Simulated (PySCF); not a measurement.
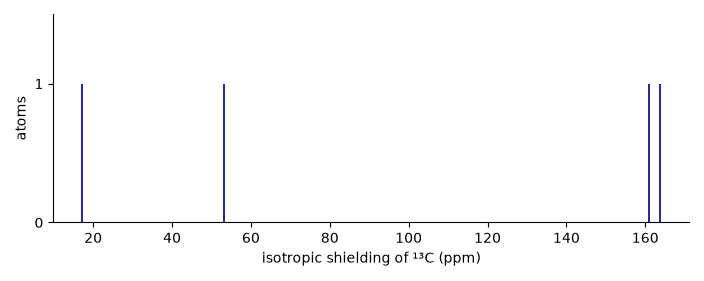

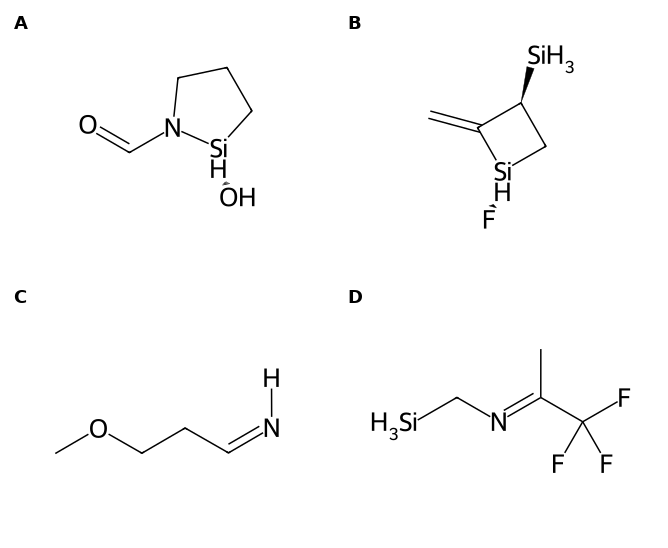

The sticks are computed shieldings of one of the molecules, for one fixed geometry (GFN2-xTB) without averaging over rotations. Low shielding means a high chemical shift. Method: GIAO PBE0/pcSseg-1 NMR shielding, non-relativistic, gas phase (PySCF 2.14.0).

### Which molecule gives this pattern?

B, `C=C1[C@@H]([SiH3])C[Si@H]1F`. Its 4 C atoms give lines at 17.2, 53.2, 161.0, 163.8 ppm.

The geometry is semi-empirical. Around Si such bond lengths and angles can be off by a tenth of an ångström or more and by several degrees, and values that hang on the shape move with them.
